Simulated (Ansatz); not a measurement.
# Response to strain in PtTe2

Consider PtTe$_{2}$ (space group P-3m1, No. 164; a = 4.0526 Å, c = 5.0969 Å; layered; relaxed with 0.1 eV smearing). Axes: x lies along a and z along c of the hexagonal cell.

Strains are applied to the cell and any free atomic positions relax; under biaxial strain the out-of-plane vector relaxes too.

Computed with PBE-D3(BJ), PAW, 420 eV (Ansatz, a program for electronic structure; spin-orbit coupling left out).

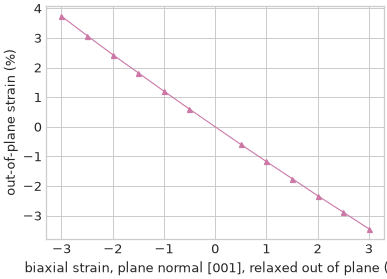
Figure. Out-of-plane strain against biaxial strain, plane normal [001], relaxed out of plane

```tsv
biaxial strain, plane normal [001], relaxed out of plane (%)	out-of-plane strain
-3	+3.74 %
-2.5	+3.08 %
-2	+2.44 %
-1.5	+1.82 %
-1	+1.21 %
-0.5	+0.60 %
0.5	-0.59 %
1	-1.17 %
1.5	-1.74 %
2	-2.32 %
2.5	-2.88 %
3	-3.44 %
```

Whether these cells are dynamically stable was not tested. All final runs are without spin polarisation.
